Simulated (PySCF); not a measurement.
System: BO (doublet).

```yaml
atoms:
  - { symbol: B, position_ang: [0.0000, 0.0000, -0.7149] }
  - { symbol: O, position_ang: [0.0000, 0.0000, 0.4921] }
```

Level of theory: PBE0/aug-pcseg-1, non-relativistic, at a bond length of 1.207 Å (PySCF).

### Predict the electron density, electron localisation function and spin density between the atoms.

B–O (1.21 Å): ρ at the midpoint is about 3 e/Å³; the ELF peaks at about 0.85 between the atoms: a short, strongly polar bond.
The unpaired spin (1 electron) lies mostly on B1 (about 1.0), in electrons by Hirshfeld's partition.

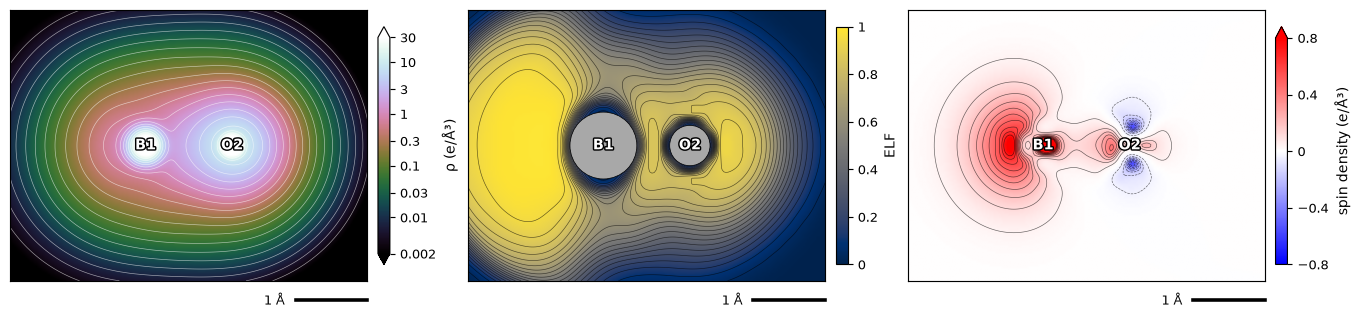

Computed electron density, electron localisation function and spin density on a plane that holds the molecular axis, in this order. Grey discs cover the atomic cores in the ELF map. 
